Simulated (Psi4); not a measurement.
Interaction energy of CO2 ··· COS (SMILES O=C=O and O=C=S). Monomers: optimised at B3LYP-D3(BJ) (def2-TZVP), held rigid. Orientation: a random orientation, not optimised. R is the distance of the centres of mass, along which the second monomer moves.

Geometry at R = 4.83 Å (first 3 atoms: monomer A):
```
6

O     -1.1597     0.0007     0.0000
C      0.0000     0.0000     0.0000
O      1.1597    -0.0007     0.0000
O      2.9985    -3.0949     4.3151
C      2.9427    -2.0948     3.7389
S      2.8673    -0.7428     2.9599
```

Level of theory: Psi4 1.11 with SAPT0/jun-cc-pVDZ, frozen core.

Components in kcal/mol:

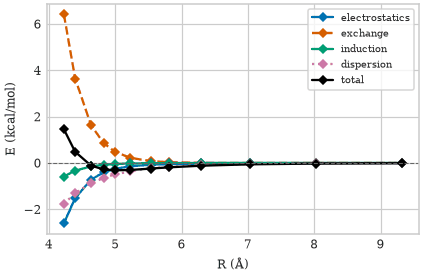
*Components of the interaction energy.*

| R / Å | electrostatics | exchange | induction | dispersion | total |
|---|---|---|---|---|---|
| 4.23 | -2.61 | 6.41 | -0.59 | -1.77 | 1.45 |
| 4.40 | -1.52 | 3.64 | -0.33 | -1.31 | 0.48 |
| 4.64 | -0.72 | 1.63 | -0.15 | -0.87 | -0.12 |
| 4.83 | -0.41 | 0.86 | -0.08 | -0.65 | -0.28 |
| 5.00 | -0.26 | 0.48 | -0.05 | -0.50 | -0.32 |
| 5.23 | -0.15 | 0.22 | -0.02 | -0.36 | -0.30 |
| 5.54 | -0.08 | 0.08 | -0.01 | -0.23 | -0.24 |
| 5.82 | -0.05 | 0.03 | -0.01 | -0.16 | -0.19 |
| 6.30 | -0.03 | 0.01 | 0.00 | -0.09 | -0.12 |
| 7.03 | -0.02 | 0.00 | 0.00 | -0.04 | -0.06 |
| 8.03 | -0.01 | 0.00 | 0.00 | -0.02 | -0.03 |
| 9.33 | 0.00 | 0.00 | 0.00 | -0.01 | -0.01 |
